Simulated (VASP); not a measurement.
Band structure of AlInSb₂ (space group P-4m2). Method: PBEsol GGA with spin-orbit coupling, VASP's PBE PAW potentials (set 64) (plane waves; VASP).

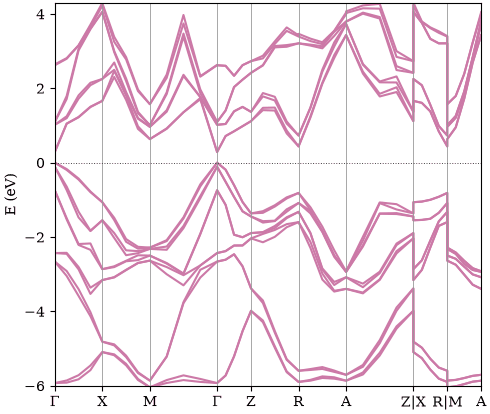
Figure: Bands along high-symmetry lines, zero at the valence-band maximum or, without a gap, the Fermi level

**Question.** Read the plot: is there a gap, and where are the band edges?

**Answer.** The gap is direct, 0.28 eV, from the valence maximum at Γ to the conduction minimum at Γ.

The structure comes from a computed database's AlInSb2 entry (P-4m2); how it stands against other phases isn't given here. It was relaxed first.
